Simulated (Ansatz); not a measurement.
Cl₃FH₂HfO

Input file:

```
crystal:
  periodic: [false, false, false]
  atoms:
    - { symbol: Hf, position_ang: [0.230013, 0.06636, -0.266092] }
    - { symbol: F, position_ang: [0.022091, -0.029664, 1.67019] }
    - { symbol: Cl, position_ang: [2.559279, 0.032599, -0.612991] }
    - { symbol: Cl, position_ang: [-0.547756, 2.088257, -1.199858] }
    - { symbol: Cl, position_ang: [-0.62699, -1.853387, -1.345578] }
    - { symbol: O, position_ang: [-2.666388, -0.034515, 1.215546] }
    - { symbol: H, position_ang: [-3.257612, -0.773102, 1.239451] }
    - { symbol: H, position_ang: [-2.078636, -0.126248, 1.98253] }
basis:
  gaussian: { orbitals: def2-SVP }
hamiltonian:
  xc: hf
relax:
  f_tol: 0.03
  max_steps: 50
output:
  orbitals: {}
```

Command:

```sh
ansatz run input.yaml --threads 2 --pin off --max-ram 3072MiB --backend cpu --events-out ev --progress --plain --runs-dir out
```

The fields are those of the run's last geometry, not of the input's.

Core potentials replace the inner electrons of Hf.

All numbers below come from RHF/def2-SVP in Ansatz.

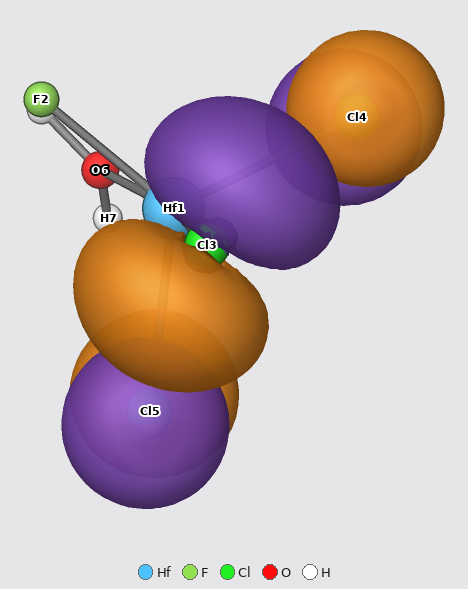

Figure 1. The HOMO at ±0.1 Å⁻³ᐟ² (orange and purple are the two phases), seen at an oblique angle.

### Where does this orbital lie, and at what energy?

It lies mainly on Cl3 (about 55 %), Cl5 (about 20 %) and Cl4 (about 15 %); largely a combination of lone pairs on Cl3, Cl5 and Cl4. Its energy is −12.11 eV.

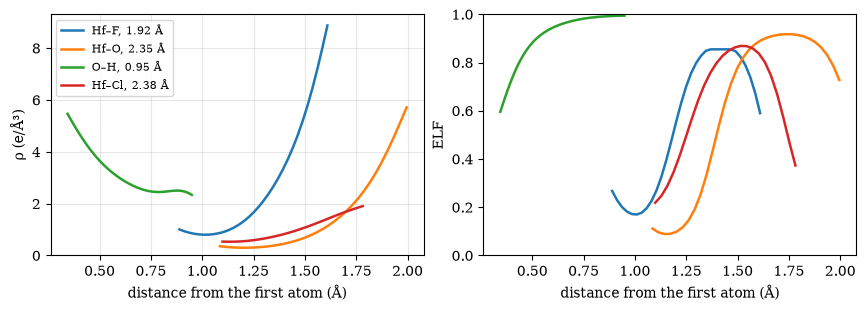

Figure 2. Electron density and electron localisation function along straight lines between neighbouring atoms. The curves leave out the atomic cores.

### Compare the contacts.

Hf–F (1.92 Å): the density is about 0.84 e/Å³ at the midpoint; the ELF peaks at about 0.85 in the valence shell of F, 0.6 Å from its nucleus, and drops to about 0.15 between the two atoms.
Hf–O (2.35 Å): the density is about 0.3 e/Å³ at the midpoint; the ELF peaks at about 0.90 in the valence shell of O, 0.6 Å from its nucleus, and drops to about 0.10 between the two atoms.
O–H (0.95 Å): ρ at the midpoint is about 3.9 e/Å³; the ELF climbs to about 1 towards the hydrogen, as it does in any bond to H; a covalent bond by its length.
Hf–Cl (2.38 Å): ρ is about 0.54 e/Å³ halfway; the ELF peaks at about 0.85 in the valence shell of Cl, 0.9 Å from its nucleus, and is about 0.35 at the midpoint.

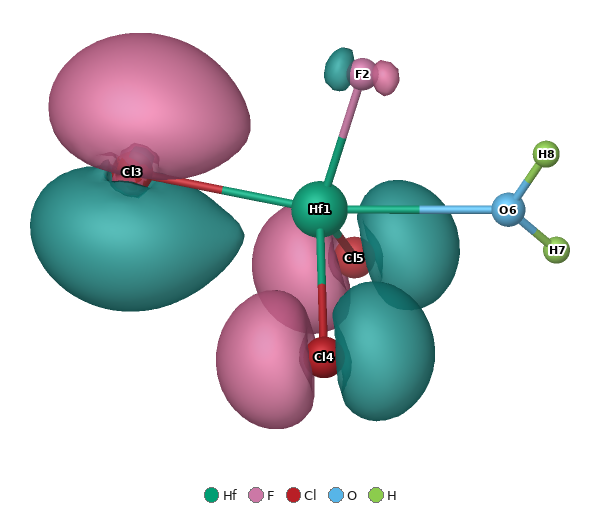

Figure 3. The HOMO−1 at ±0.1 Å⁻³ᐟ² (teal and pink are the two phases), seen from one side.

### What is the character of this orbital?

By Hirshfeld shares it lies mainly on Cl3 (about 65 %), Cl4 (about 15 %) and Cl5 (about 15 %). Its energy is −12.30 eV.
